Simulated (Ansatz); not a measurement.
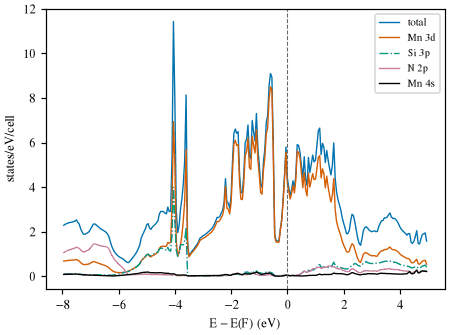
Total and projected density of states of Mn$_{3}$SiN (anti-perovskite, space group No. 221), PBEsol (plane waves, PAW; program Ansatz)

Q: Which orbitals carry the states next to the Fermi level?

A: Within 0.5 eV of the Fermi level: Mn 3d 95 %. Projections are on Löwdin-orthogonalised atomic valence shells; empty p or d shells of many metals are not among them.

Q: Where is the tallest occupied peak in this window, and what makes it?

A: Near -4.0 eV, about 11 states/eV per cell; the largest projected share is Mn 3d.

Space group Pm-3m (anti-perovskite). The start of the workflow was typed in or built on a structure type; neither database checked (COD, Materials Project) lists it. Its standing as an ambient phase is unchecked. The PBEsol relaxation kept the symmetry of its start; its stability against distortions is not shown here. Spin order of the final state: ferromagnetic, chosen from 4 collinear starts compared on coarse meshes (ties went to the first, and starts can fall back to one state), not a proven ground state. The volume moved by -19 % from the start of the relaxation. No Hubbard U is applied.

Potentials: the earlier of the program's two PAW sets. The files were generated under PBE; for other functionals the program regenerates the frozen cores, and for LDA and PBEsol the local potential too.
